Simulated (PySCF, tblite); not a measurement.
# C4H3N2Si radical: geometry, infrared bands and EPR parameters

Aim: predict the infrared bands and EPR parameters of C4H3N2Si radical (`N#C[C@@H]1C[Si]1C#N`).

The runs use tblite 0.8.0 and PySCF 2.14.0, with density-fitted response routines of our own; the level of theory stands in each step. All values are computed, except where a source is named. Atoms count from 0, in the outputs and in this text.

### 1 The molecule as given

10 atoms, charge 0, multiplicity 2; geometry from: force field or distance geometry start.

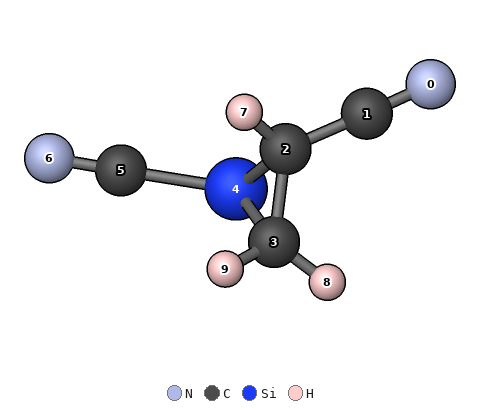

The starting geometry (nitrogen light blue, carbon dark grey, silicon blue, hydrogen pink), atoms numbered; sticks join atoms by distance.

### 2 Optimising the geometry with GFN2-xTB

The job: settings as JSON, then the geometry in Å.

```
{"job": {"kind": "relax", "xc": "GFN2-xTB", "basis": "xTB"}, "charge": 0, "multiplicity": 2}
N     -1.334500     2.729200     0.872800
C     -0.757600     1.869600     0.371000
C     -0.017700     0.771700    -0.190400
C     -0.744400    -0.381400    -0.809800
Si    -0.085600    -0.750800     0.911300
C      1.524800    -1.688700     0.927200
N      2.535500    -2.265000     0.939700
H      0.969400     1.012100    -0.562800
H     -1.819000    -0.361000    -0.881000
H     -0.262200    -0.931000    -1.600500
```

Started as:

```bash
OMP_NUM_THREADS=1 python probes_run.py task.json out
```

This one command runs all jobs of the session in turn.

The program printed:

```text
step      E/eV     max force
  0    -474.76981    2.219
  1    -474.80106    4.877
  2    -474.88627    1.399
  3    -474.92576    0.605
  4    -474.94585    0.841
  5    -474.95087    1.822
  6    -474.97214    0.384
  7    -474.97724    0.307
  8    -474.98408    0.315
  9    -474.98774    0.277
 10    -474.99186    0.193
 11    -474.99528    0.186
 12    -474.99863    0.219
 13    -475.00090    0.193
 14    -475.00269    0.149
 15    -475.00446    0.136
 16    -475.00641    0.184
 17    -475.00831    0.151
 18    -475.00982    0.118
 19    -475.01103    0.110
 20    -475.01238    0.151
 21    -475.01398    0.177
 22    -475.01528    0.120
 23    -475.01604    0.070
 24    -475.01649    0.050
 25    -475.01683    0.065
 26    -475.01709    0.051
 27    -475.01725    0.037
 28    -475.01735    0.035
 29    -475.01744    0.035
 30    -475.01751    0.031
 31    -475.01755    0.019
 32    -475.01758    0.019
 33    -475.01761    0.020
 34    -475.01764    0.024
 35    -475.01768    0.028
 36    -475.01772    0.027
 37    -475.01776    0.020
 38    -475.01781    0.025
 39    -475.01786    0.025
 40    -475.01790    0.022
 41    -475.01797    0.033
 42    -475.01807    0.045
 43    -475.01818    0.045
 44    -475.01827    0.032
 45    -475.01830    0.013
 46    -475.01831    0.012
 47    -475.01832    0.013
 48    -475.01834    0.009
```

It took 0.26 s on 1 thread of Arm Neoverse V1, shared host.

The steps of the relaxation: (not every step is listed)

```csv
step,energy from step 0 (eV),largest force (eV/Å)
0,0.0000,2.2193
1,-0.0312,4.8766
2,-0.1165,1.3993
3,-0.1560,0.6051
4,-0.1760,0.8406
5,-0.1811,1.8223
6,-0.2023,0.3845
7,-0.2074,0.3069
8,-0.2143,0.3153
11,-0.2255,0.1855
14,-0.2329,0.1492
17,-0.2385,0.1514
20,-0.2426,0.1508
23,-0.2462,0.0705
26,-0.2473,0.0509
29,-0.2476,0.0350
32,-0.2478,0.0187
35,-0.2479,0.0279
38,-0.2480,0.0255
41,-0.2482,0.0330
43,-0.2484,0.0452
44,-0.2485,0.0318
45,-0.2485,0.0129
46,-0.2485,0.0117
47,-0.2485,0.0131
48,-0.2485,0.0095
```

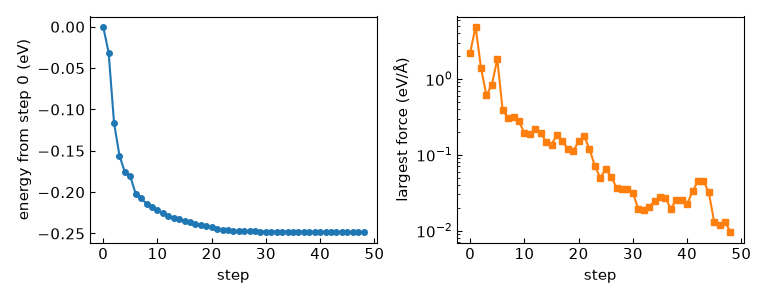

Energy and largest force along the relaxation.

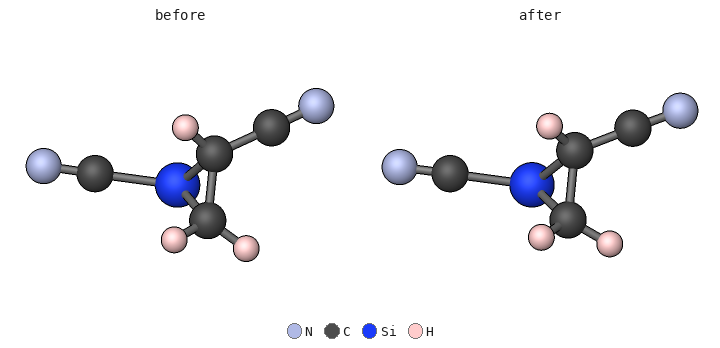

Before and after, at one scale.

Distances of close pairs at the start and the end, largest changes first:

```csv
bond,before (Å),after (Å),change (Å)
C2–C3,1.497,1.557,+0.060
C2–Si4,1.881,1.925,+0.044
C1–C2,1.438,1.406,-0.032
C5–N6,1.164,1.148,-0.015
Si4–C5,1.864,1.851,-0.013
C3–H9,1.077,1.083,+0.006
C3–H8,1.077,1.082,+0.005
C2–H7,1.082,1.085,+0.003
```

The final coordinates are the input of the step that follows.

### 3 Infrared spectrum with GFN2-xTB

The job: settings as JSON, then the geometry in Å.

```
{"job": {"kind": "ir", "xc": "GFN2-xTB", "basis": "xTB"}, "charge": 0, "multiplicity": 2}
N     -1.435047     2.734993     0.703821
C     -0.776163     1.873586     0.327943
C      0.005474     0.783925    -0.094733
C     -0.755721    -0.411780    -0.739298
Si     0.014233    -0.850958     0.920717
C      1.621556    -1.768016     0.890560
N      2.569110    -2.399325     1.039431
H      0.924951     1.086429    -0.585150
H     -1.825254    -0.265321    -0.818926
H     -0.334257    -0.778878    -1.666893
```

The program printed:

```text
mode    cm-1     km/mol
  1      59.3     18.76
  2      76.2     17.48
  3     140.0      2.00
  4     196.7      0.80
  5     270.9      0.67
  6     318.8     10.37
  7     433.3      5.96
  8     522.2      4.44
  9     586.3      9.79
 10     623.2     43.69
 11     695.2     20.83
 12     746.0     26.77
 13     866.6      8.66
 14     899.0     18.48
 15    1030.8     13.79
 16    1051.7      3.83
 17    1091.6     16.00
 18    1252.7     32.58
 19    1419.5      0.76
 20    2279.1    274.38
 21    2366.1    343.05
 22    3014.8      6.00
 23    3044.3     10.46
 24    3065.6      8.31
```

Wall time 0.27 s (1 thread of Arm Neoverse V1, shared host).

The strongest bands and the atoms that carry them (share of the mass-weighted mode):

```csv
cm⁻¹,km/mol,atoms
59,18.8,"N6 35 %, Si4 27 %, N0 22 %"
623,43.7,"C2 22 %, C3 20 %, Si4 20 %, H7 12 %"
695,20.8,"H9 33 %, H8 25 %, C2 17 %, C3 11 %"
746,26.8,"Si4 38 %, C3 23 %, C2 13 %"
899,18.5,"C3 29 %, C2 20 %, H9 12 %, H7 10 %"
1253,32.6,"C2 50 %, H7 30 %"
2279,274.4,"C5 57 %, N6 43 %"
2366,343.1,"C1 60 %, N0 39 %"
```

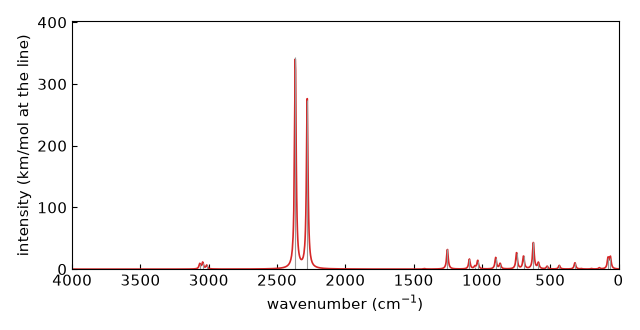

The infrared spectrum from these modes, unscaled. Lines are broadened to a width of 14 cm⁻¹ (Lorentzian).

### 4 g tensor and hyperfine couplings: B3LYP/pcH-1

Same as in step 3 but for these lines:

```diff
@@ -1,2 +1,2 @@
-{"job": {"kind": "ir", "xc": "GFN2-xTB", "basis": "xTB"}, "charge": 0, "multiplicity": 2}
+{"job": {"kind": "epr", "basis": "pcH-1"}, "charge": 0, "multiplicity": 2}
 N     -1.435047     2.734993     0.703821
```

Method: UKS B3LYP, pcH-1 on C H N Si, non-relativistic, mean-field spin-orbit, GIAO.

The program printed:

```text
UKS, coarse grid
  cycle   1  E = -553.02992144  |g| = 4.56e-01
  cycle   2  E = -552.52586423  |g| = 1.09e+00
  cycle   3  E = -553.13340404  |g| = 1.27e-01
  cycle   4  E = -553.13823712  |g| = 7.37e-02
  cycle   5  E = -553.14082243  |g| = 2.04e-02
  cycle   6  E = -553.14108394  |g| = 4.29e-03
  cycle   7  E = -553.14109436  |g| = 3.21e-03
  cycle   8  E = -553.14109971  |g| = 1.74e-03
  cycle   9  E = -553.14110100  |g| = 5.78e-04
UKS, final grid
  cycle   1  E = -553.14109186  |g| = 7.18e-04
  cycle   2  E = -553.14109132  |g| = 1.39e-03
  cycle   3  E = -553.14109224  |g| = 2.91e-04
  cycle   4  E = -553.14109229  |g| = 9.85e-05
  cycle   5  E = -553.14109233  |g| = 7.95e-05
  cycle   6  E = -553.14109234  |g| = 3.84e-05
  cycle   7  E = -553.14109234  |g| = 1.41e-05
E = -553.14109234 Eh   <S^2> = 0.7527 (exact 0.7500)
g shifts (ppm)      1          2          3
  rmc          -164       -164       -164
  gc             21         78         53
  oz_so        -489        485      10770
  total        -632        398      10660
hyperfine (MHz)  atom isotope    a_iso     a_fc   dipolar eigenvalues
    0   14N       0.32       0.30     -0.96     -0.55      1.51
    1   13C       2.81       2.81     -1.80     -0.40      2.20
    2   13C       4.98       4.93     -7.06     -6.53     13.58
    3   13C      21.37      21.32     -8.75     -8.07     16.82
    4  29Si    -930.14    -930.65   -141.04     66.84     74.20
    5   13C      74.76      74.76     -8.63     -3.71     12.34
    6   14N       1.75       1.76     -4.14     -4.00      8.14
    7    1H      -1.79      -1.79     -4.67     -0.47      5.14
    8    1H       5.91       5.89     -4.69     -3.25      7.95
    9    1H       6.11       6.11     -5.32     -0.75      6.07
```

Run time: 52 s. Hardware: 1 thread of Arm Neoverse V1, shared host; peak memory 0.75 GiB.

Principal g values 2.00169, 2.00272, 2.01298; g(iso) = 2.00579, against 2.00232 for a free electron.

Hyperfine couplings, nucleus by nucleus at this fixed geometry (no averaging over rotations):

```csv
nuclei,isotope,a(iso) (MHz),"a(iso) (G, at g = 2.0023)",largest dipolar term (MHz)
Si4,29Si,-930.1,-331.9,-141.0
C5,13C,74.8,26.7,12.3
C3,13C,21.4,7.6,16.8
H9,1H,6.1,2.2,6.1
H8,1H,5.9,2.1,7.9
C2,13C,5.0,1.8,13.6
C1,13C,2.8,1.0,2.2
H7,1H,-1.8,-0.6,5.1
N6,14N,1.8,0.6,8.1
N0,14N,0.3,0.1,1.5
```

Mulliken spin populations:

```csv
atom,value (e)
N0,0.01
C1,-0.01
C2,0.06
C3,0.07
Si4,0.80
C5,-0.01
N6,0.08
H7,0.00
H8,0.00
H9,0.00
```

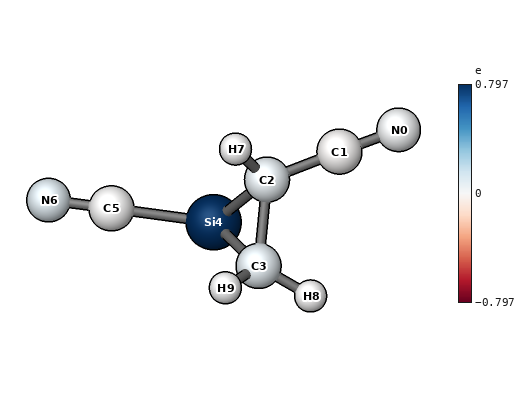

Mulliken spin populations, as colours on the atoms.

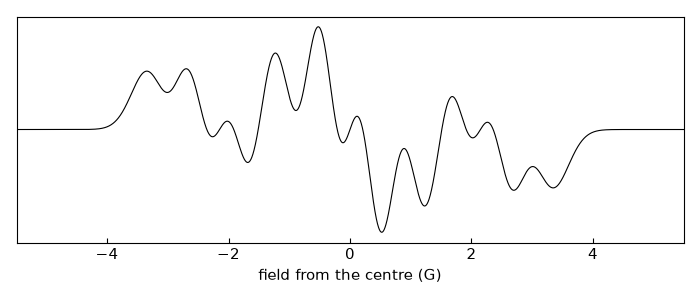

First-order isotropic spectrum (first derivative, main isotopes with spin only, couplings over 0.8 MHz, Gaussian width 0.3 G; couplings of the frozen geometry, rotation of groups not averaged beyond the rows shown).

Orbitals, density, ELF and potential are computed afterwards from the orbital file.

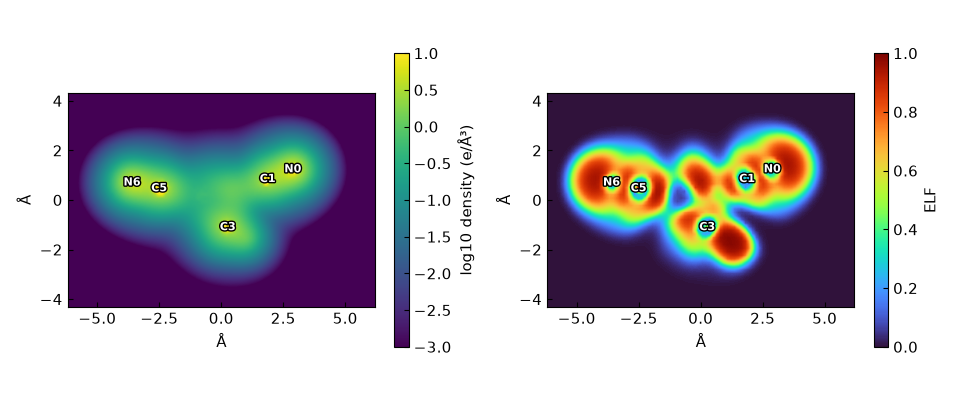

Density (left) and ELF (right) in a plane through or near 5 of the atoms.

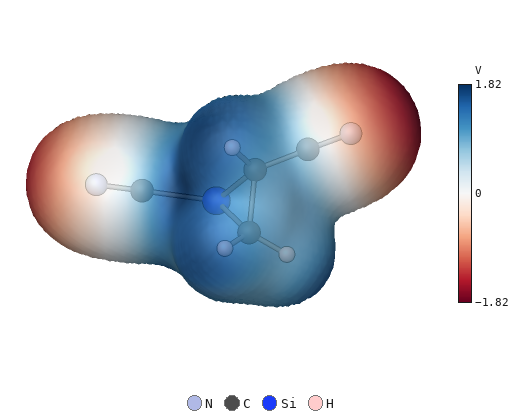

Electrostatic potential on the surface of density 0.002 e/bohr³; red is low, blue high. It runs from -1.66 V near N0 to 1.82 V near Si4.

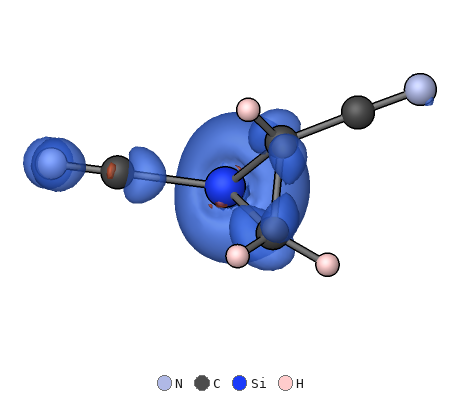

Spin density at ±0.03 e/Å³ (alpha excess blue, beta excess red).

### 5 Results

| quantity | value |
| --- | --- |
| strongest single infrared mode (GFN2-xTB) | 2366 cm⁻¹, 343 km/mol |
| zero-point energy (GFN2-xTB) | 37.2 kcal/mol |
| g(iso) (B3LYP) | 2.00579 |
| ⟨S²⟩ | 0.753 (exact 0.75) |
| largest a(iso) | 29Si on Si4, -930.1 MHz |
| potential on the surface of density 0.002 e/bohr³, 1st and 99th percentile | -1.66 V and 1.82 V |

What this shows: The optimisation took 48 steps and gained 0.249 eV; among the close pairs (by a distance rule), C2–C3 changed most, from 1.497 to 1.557 Å. No mode is imaginary among the 24: a minimum at this level. The strongest single mode, at 2366 cm⁻¹, moves mainly C1 and N0. GFN2-xTB is a fitted tight-binding method: band positions and strengths are rough. Its intensities can rank the bands wrongly. Si4 carries the largest spin population, 0.80 e. The isotropic g lies 3.5 ppt above the free-electron value. These values are for one conformer; the search (at its own cheap level) found 2 more, at 0.00, 0.12 kcal/mol (those within 0.05 may be mirror or relabelled copies), and measured spectra average over such forms.
